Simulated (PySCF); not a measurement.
# TiH₂: singlet, from a bent start

Aim: relax TiH₂ as a singlet from a bent start, check by its vibrations whether the end is a minimum, and collect its spectrum and constants.

Computed with PySCF 2.14.0. Level: B3LYP, basis Ti def2-TZVP, H def2-TZVP, no relativity, density fitting.

**1. Starting geometry**

3 atoms, charge 0, spin multiplicity 1.

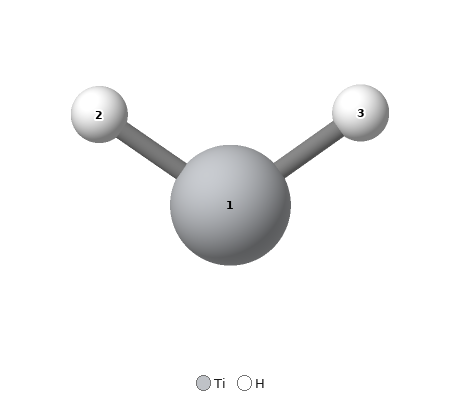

The starting geometry (titanium light grey, hydrogen white); atoms are numbered from 1 in the order of the file.

Z-matrix (Å, degrees; charge 0 multiplicity 1):
```
Ti
H  1 1.6800
H  1 1.6800 2 110.00
```

**2. Finding the electronic state**

One driver script runs all steps and calls PySCF; scf.py shows how it sets up the SCF of each step. The optimiser is the driver's own. After this first run the driver tries any further starts and a stability analysis.

scf.py reads:

```python
from pyscf import gto, scf, dft
mol = gto.M(atom='''
Ti     0.000000     0.000000     0.000000
H      1.376200     0.000000     0.963600
H     -1.376200     0.000000     0.963600''',
    basis={'Ti': 'def2-TZVP', 'H': 'def2-TZVP'},
    charge=0, spin=0)
mf = dft.RKS(mol, xc='B3LYP')
mf.grids.atom_grid = (50, 194)
aux = {'Ti': 'def2-universal-JKFIT', 'H': 'def2-universal-JKFIT'}
mf = mf.density_fit(auxbasis=aux)
mf.conv_tol = 1e-08
mf.diis_space = 10
mf.max_cycle = 60
mf.init_guess = 'minao'
mf.verbose = 4
mf.kernel()
```

Launch:

```console
$ OMP_NUM_THREADS=2 python axn.py task.json out
```

Log (excerpt; [...] marks lines left out):

```text
[... the frontier levels of the middle cycles are left out ...]
init E= -850.2461431627
  HOMO = -0.158919902217893  LUMO = -0.149379514776429  gap/eV = 0.25961
cycle= 1 E= -850.487644480005  delta_E= -0.242  |g|= 0.286  |ddm|= 1.69
  HOMO = -0.190373623029376  LUMO = -0.133775744962307  gap/eV = 1.54011
cycle= 2 E= -850.483215203915  delta_E= 0.00443  |g|= 0.365  |ddm|= 0.765
  HOMO = -0.162133013257687  LUMO = -0.0971639585874376  gap/eV = 1.76790
cycle= 3 E= -850.518823272845  delta_E= -0.0356  |g|= 0.149  |ddm|= 0.405
cycle= 4 E= -850.524305775649  delta_E= -0.00548  |g|= 0.0516  |ddm|= 0.187
cycle= 5 E= -850.525761568532  delta_E= -0.00146  |g|= 0.0214  |ddm|= 0.0932
cycle= 6 E= -850.52720409508  delta_E= -0.00144  |g|= 0.0152  |ddm|= 0.14
cycle= 7 E= -850.52835969127  delta_E= -0.00116  |g|= 0.00906  |ddm|= 0.184
cycle= 8 E= -850.528675654257  delta_E= -0.000316  |g|= 0.00289  |ddm|= 0.106
cycle= 9 E= -850.528749843687  delta_E= -7.42e-05  |g|= 0.00188  |ddm|= 0.0744
cycle= 10 E= -850.5287512105  delta_E= -1.37e-06  |g|= 0.000767  |ddm|= 0.0034
cycle= 11 E= -850.528752437989  delta_E= -1.23e-06  |g|= 0.000478  |ddm|= 0.00911
cycle= 12 E= -850.528752547177  delta_E= -1.09e-07  |g|= 2.96e-05  |ddm|= 0.00235
cycle= 13 E= -850.52875254784  delta_E= -6.63e-10  |g|= 9.32e-06  |ddm|= 0.000175
  HOMO = -0.172380785106229  LUMO = -0.103852822163863  gap/eV = 1.86474
Extra cycle  E= -850.528752547776  delta_E= 6.45e-11  |g|= 2.11e-05  |ddm|= 3.01e-05
converged SCF energy = -850.528752547776
```

This step, with its further starts and checks, needed 2.6 s of wall time on 2 threads of Arm Neoverse V1, shared host.

Energies from each starting density:

| start | energy (Eh) |
| --- | --- |
| the minimal-basis guess | -850.528753 |
| a thermally smeared density | -850.528753 |
| a smeared PBE density | -850.528753 |

No lower closed-shell solution turned up from the other starts or in the test of internal stability.

**3. Bent start, singlet: relaxation**

The program finds C2v symmetry in the start, which this walk keeps.

scf.py: that of step 2 with these lines changed.

```diff
@@ -3,3 +3,3 @@
-Ti     0.000000     0.000000     0.000000
-H      1.376200     0.000000     0.963600
-H     -1.376200     0.000000     0.963600''',
+Ti     0.000000     0.000000    -0.038874
+H      1.376200     0.000000     0.924726
+H     -1.376200     0.000000     0.924726''',
@@ -15 +14,0 @@
-mf.init_guess = 'minao'
```

The optimiser's trace:

| step | energy (Eh) | change (kJ/mol) | largest symmetric gradient (Eh/bohr) |
| --- | --- | --- | --- |
| 0 | -850.528753 | 0.00 | 0.00503 |
| 1 | -850.528927 | -0.46 | 0.00312 |
| 2 | -850.529058 | -0.80 | 0.00023 |
| 3 | -850.529059 | -0.81 | 0.00026 |

The walk took 1.6 s.

Geometry (Å) and forces (eV/Å) at some steps:

```
step 0
Ti   0.000   0.000  -0.039   0.000   0.000  -0.259
H    1.376   0.000   0.925   0.250   0.000   0.129
H   -1.376   0.000   0.925  -0.250   0.000   0.129
step 1
Ti   0.000   0.000  -0.038   0.000   0.000  -0.155
H    1.388   0.000   0.924   0.161   0.000   0.077
H   -1.388   0.000   0.924  -0.161   0.000   0.077
step 2
Ti   0.000   0.000  -0.035   0.000   0.000   0.012
H    1.412   0.000   0.923   0.005   0.000  -0.006
H   -1.412   0.000   0.923  -0.005   0.000  -0.006
step 3
Ti   0.000   0.000  -0.034   0.000   0.000   0.013
H    1.414   0.000   0.922  -0.001   0.000  -0.007
H   -1.414   0.000   0.922   0.001   0.000  -0.007
```

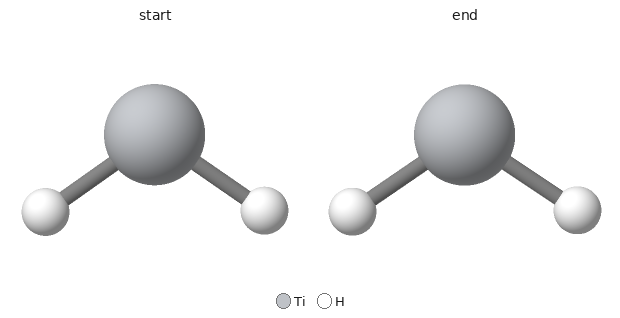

Start and end of the relaxation.

End point (C2v, 3 steps, 0.8 kJ/mol gained): Ti–H 1.707 Å (×2); H–Ti–H 111.9°.

**4. Frequencies**

The point is checked on the finer grid, and tightened if its gradient asks for it. The Hessian and the dipole derivatives come from central differences of analytic gradients, with steps of 0.02 bohr.

scf.py: that of step 3 with these lines changed.

```diff
@@ -3,3 +3,3 @@
-Ti     0.000000     0.000000    -0.038874
-H      1.376200     0.000000     0.924726
-H     -1.376200     0.000000     0.924726''',
+Ti     0.000000     0.000000    -0.036423
+H      1.415756     0.000000     0.916064
+H     -1.415756     0.000000     0.916064''',
@@ -9 +9 @@
-mf.grids.atom_grid = (50, 194)
+mf.grids.atom_grid = (75, 302)
@@ -12 +12 @@
-mf.conv_tol = 1e-08
+mf.conv_tol = 1e-10
```

The driver hands on the density of the step before, so the log starts near convergence.

SCF at the final geometry:

```text
init E= -850.529036253682
  HOMO = -0.173807177493733  LUMO = -0.106170059471725  gap/eV = 1.84050
cycle= 1 E= -850.529036253685  delta_E= -3.52e-12  |g|= 1.56e-06  |ddm|= 2.24e-06
  HOMO = -0.173807711487451  LUMO = -0.106170701985737  gap/eV = 1.84050
Extra cycle  E= -850.529036253682  delta_E= 2.84e-12  |g|= 3.91e-06  |ddm|= 5.01e-06
converged SCF energy = -850.529036253682
```

The whole step took 7.8 s.

Geometry: C2v; Ti–H 1.706 Å (×2); H–Ti–H 112.1°.

Harmonic modes (main isotopes):

| symmetry | ω (cm⁻¹) | IR (km/mol) | type |
| --- | --- | --- | --- |
| a1 | 585 | 70.6 | bend |
| a1 | 1670 | 311 | stretch |
| b2 | 1700 | 369 | stretch |

No imaginary mode, so this is a minimum.

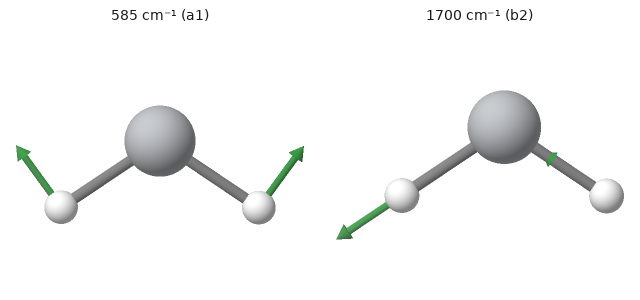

How the atoms move in 2 of the modes.

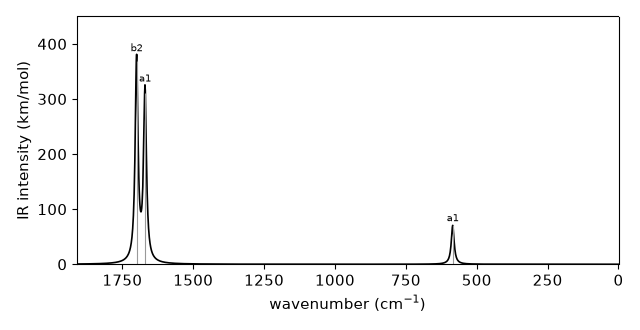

The harmonic infrared spectrum (widths in cm⁻¹). Lines are broadened to a width of 12 cm⁻¹ (Lorentzian).

Properties at this point:

* Dipole moment: 3.03 D
* Highest occupied level: -4.73 eV
* Lowest empty level: -2.89 eV
* Rotational constants: 9.606, 4.173, 2.909 cm⁻¹
* Zero-point energy: 23.7 kJ/mol
* Principal polarisabilities: 55.5, 56.7, 62.2 bohr³
* Atomisation energy without zero-point energy: 414 kJ/mol
* Principal traceless quadrupole moments about the centre of mass: -2.08, -0.86, 2.93 D Å
* Entropy at 298.15 K and 1 bar: 217.9 J/(mol K)
* Heat capacity Cp at 298.15 K: 38.0 J/(mol K)
* Enthalpy at 298.15 K above 0 K: 10.37 kJ/mol
* Rotational symmetry number: 2

Populations by atom (charges in e):

```csv
atom,Mulliken,Löwdin,polar tensor,Mayer order to Ti1
Ti1,0.35,0.30,0.78,–
"H2,3",-0.18,-0.15,-0.39,0.96
```

Outer orbital energies (eV). occupied: -451.83, -64.72, -41.13, -40.22, -40.21, -8.37, -7.83, -4.73; empty: -2.89, -2.58, -2.11, -1.87.

Mulliken populations on Ti1: s 7.14, p 12.21, d 2.30, f 0.00.

**5. The broken-symmetry singlet**

A stability analysis found the closed shell of the lowest minimum unstable towards spin polarisation, so the unrestricted solution is followed.

The program finds C2v symmetry in the start, which may break.

scf.py: that of step 4 with these lines changed.

```diff
@@ -3,3 +3,3 @@
-Ti     0.000000     0.000000    -0.036423
-H      1.415756     0.000000     0.916064
-H     -1.415756     0.000000     0.916064''',
+Ti     0.000000     0.000000    -0.038426
+H      1.415756     0.000000     0.914061
+H     -1.415756     0.000000     0.914061''',
@@ -8,2 +8,2 @@
-mf = dft.RKS(mol, xc='B3LYP')
-mf.grids.atom_grid = (75, 302)
+mf = dft.UKS(mol, xc='B3LYP')
+mf.grids.atom_grid = (50, 194)
@@ -12 +12 @@
-mf.conv_tol = 1e-10
+mf.conv_tol = 1e-08
```

The optimiser's trace:

| step | energy (Eh) | change (kJ/mol) | largest gradient (Eh/bohr) |
| --- | --- | --- | --- |
| 0 | -850.557831 | 0.00 | 0.00749 |
| 1 | -850.558467 | -1.67 | 0.00504 |
| 2 | -850.559061 | -3.23 | 0.00071 |
| 3 | -850.559063 | -3.23 | 0.00049 |
| 4 | -850.559065 | -3.24 | 0.00000 |

The walk took 3.3 s.

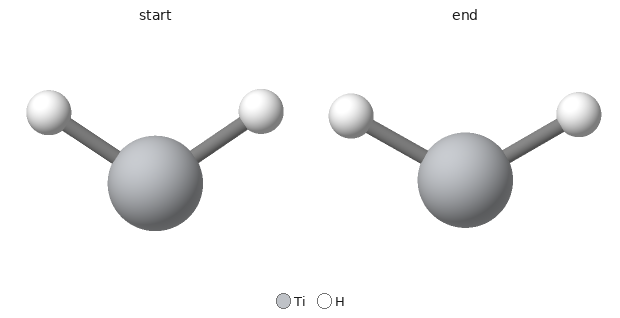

The geometry along the walk, at one scale.

After 4 steps and 3.2 kJ/mol it ends at C2v: Ti–H 1.748 Å (×2); H–Ti–H 120.6°.

**6. Is it a minimum? Harmonic modes**

The same treatment as at the point before.

scf.py: that of step 5 with these lines changed.

```diff
@@ -3,3 +3,3 @@
-Ti     0.000000     0.000000    -0.038426
-H      1.415756     0.000000     0.914061
-H     -1.415756     0.000000     0.914061''',
+Ti     0.000000     0.000000    -0.034915
+H      1.518408     0.000000     0.830552
+H     -1.518408    -0.000000     0.830552''',
@@ -9 +9 @@
-mf.grids.atom_grid = (50, 194)
+mf.grids.atom_grid = (75, 302)
@@ -12 +12 @@
-mf.conv_tol = 1e-08
+mf.conv_tol = 1e-10
```

Log of the central SCF (cycles and frontier levels):

```text
init E= -850.559041919644
[... the frontier-level lines of each cycle are left out ...]
cycle= 1 E= -850.559041919656  delta_E= -1.23e-11  |g|= 1.3e-06  |ddm|= 6.13e-06
Extra cycle  E= -850.559041919667  delta_E= -1.07e-11  |g|= 1.9e-06  |ddm|= 6.05e-06
converged SCF energy = -850.559041919667  <S^2> = 0.99896917  2S+1 = 2.2351458
```

The whole step needed 13 s of wall time on 2 threads of Arm Neoverse V1, shared host.

Geometry: C2v; Ti–H 1.748 Å (×2); H–Ti–H 120.6°.

Modes, for the most abundant isotopes:

```json
{"ω (cm⁻¹)": "585", "IR (km/mol)": "104", "μ (u)": "1.04", "type": "bend"}
{"ω (cm⁻¹)": "1609", "IR (km/mol)": "609", "μ (u)": "1.04", "type": "stretch"}
{"ω (cm⁻¹)": "1609", "IR (km/mol)": "197", "μ (u)": "1.02", "type": "stretch"}
```

All wavenumbers are real: a minimum.

The SCF density has lower symmetry than the nuclear frame, so the modes carry no labels.

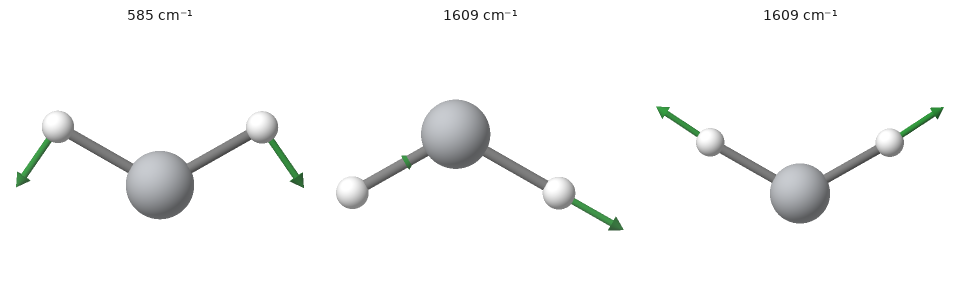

How the atoms move in 3 of the modes.

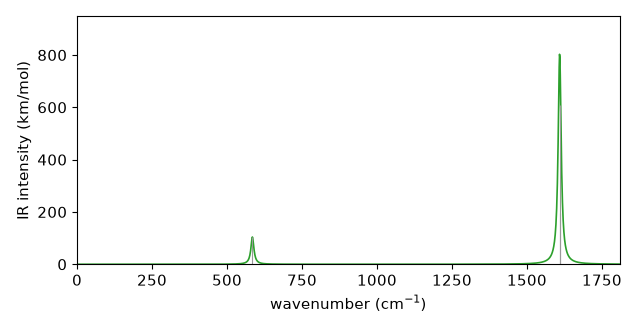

The harmonic infrared spectrum (widths in cm⁻¹). Lines are broadened to a width of 12 cm⁻¹ (Lorentzian).

Properties at this point:

```yaml
Dipole_moment: 3.20 D
Highest_occupied_level: -5.36 eV
Lowest_empty_level: -1.96 eV
Rotational_constants: 11.63, 3.627, 2.765 cm⁻¹
Zero-point_energy: 22.7 kJ/mol
Principal_polarisabilities: 45.1, 49.1, 50.6 bohr³
Atomisation_energy_without_zero-point_energy: 492 kJ/mol
Principal_traceless_quadrupole_moments_about_the_centre_of_mass: -5.94, 1.68, 4.26 D Å
Entropy_at_298.15_K_and_1_bar: 217.9 J/(mol K)
Heat_capacity_Cp_at_298.15_K: 38.1 J/(mol K)
Enthalpy_at_298.15_K_above_0_K: 10.37 kJ/mol
Rotational_symmetry_number: 2
Spin_squared_⟨S²⟩: 0.999
```

Charges (e) and bond orders:

```csv
atom,Mulliken,Löwdin,polar tensor,spin (Mulliken),Mayer order to Ti1
Ti1,0.46,0.37,0.88,0.00,–
"H2,3",-0.23,-0.18,-0.44,0.00,0.94
```

Outer orbital energies (eV). α occupied: -451.14, -64.04, -40.38, -39.81, -39.47, -7.99, -7.13, -5.36; empty: -1.96, -1.81, -1.81, -1.64. β occupied: -451.14, -64.04, -40.38, -39.81, -39.47, -7.99, -7.13, -5.36; empty: -1.96, -1.81, -1.81, -1.64.

Mulliken populations on Ti1: s 6.89, p 12.25, d 2.40, f 0.00.

**7. All stationary points**

| spin | group | bonds | imaginary modes (cm⁻¹) | ΔE (kJ/mol) | with zero-point energy |
| --- | --- | --- | --- | --- | --- |
| broken-symmetry (Ms = 0) | C2v (density of lower symmetry) | Ti–H 1.748 Å (×2) | none | 0.0 | 0.0 |
| singlet | C2v | Ti–H 1.706 Å (×2) | none | 78.8 | 79.7 |

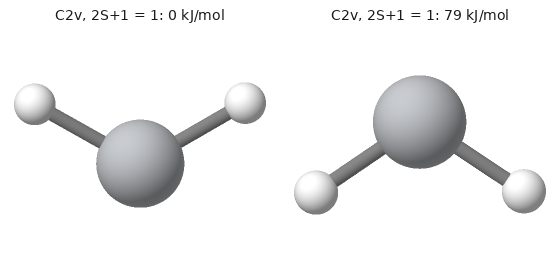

The points, lowest first (titanium light grey, hydrogen white).

**8. Results**

| quantity | value |
| --- | --- |
| minimum | broken-symmetry (Ms = 0), C2v |
| geometry | Ti–H 1.748 Å (×2); H–Ti–H 120.6° |
| wavenumbers (cm⁻¹) | 585, 1609, 1609 |
| dipole moment | 3.20 D |
| highest occupied, lowest empty level (either spin) | -5.36, -1.96 eV |
| polar-tensor charge of Ti1 | +0.88 e |
| zero-point energy | 22.7 kJ/mol |
| entropy at 298.15 K | 217.9 J/(mol K) |
| atomisation energy (no zero-point energy) | 492 kJ/mol |
| ⟨S²⟩ | 0.999 |

**Reading.** The bent start keeps its C2v symmetry and ends in a minimum. The determinant is spin-contaminated (⟨S²⟩ = 1.00 against 0.00), so it is no pure spin state. In the infrared the band at 1609 cm⁻¹ (stretch) leads. Only this shape and spin were tried, so other structures or states may lie lower. The SCF density has lower symmetry than the nuclear frame.

The search up to here took 30 s.
